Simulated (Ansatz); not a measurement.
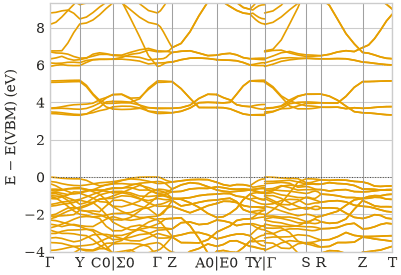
Fig. 1. Band structure from plane-wave PAW PBEsol (Ansatz code)

Q: Read off the gap and where the band edges lie.

A: About 3.3 eV (3.31 eV by a search for the band edges); maximum on the Σ0–Γ line, 71 % of the way from Σ0, minimum at Y.

The material is TiAl$_{2}$O$_{5}$ in space group Cmc2_1 (No. 36; Pearson symbol oS32).

The first step of the workflow began from a Materials Project structure, measured or hypothetical; the Crystallography Open Database copy checked does not list it. Whether it is the stable phase at ambient conditions was not checked. The PBEsol relaxation kept the symmetry of its start; whether a distortion lowers the energy is not shown. No spin polarisation was allowed.

Potentials: the later of the program's two PAW sets.
